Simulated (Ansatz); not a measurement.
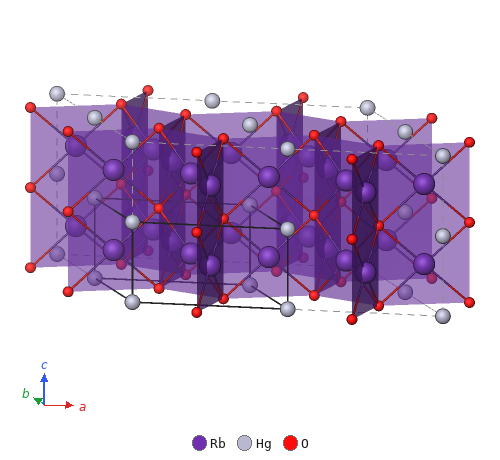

Polyhedra are drawn about Rb (bonds: O–Rb below 3.2 Å); other atoms are plain spheres.

The compound is Rb₃HgO₂ (space group P6/mmm, No. 191), taken as the input geometry of an electronic-structure calculation (not necessarily at equilibrium); the starting structure was generated, so it need not be a known form of this composition.

What figure surrounds each Rb atom, and what does it share with the other drawn polyhedra?

Rb: RbO4 square, sharing edges with six neighbours and corners with eight neighbours.

How do these polyhedra hang together as a whole?

They form a three-dimensional framework of corner- and edge-sharing squares.

How far apart are the centres of linked polyhedra?

Centre to centre across a shared edge: 3.74 Å; across a shared corner: 5.29 Å.
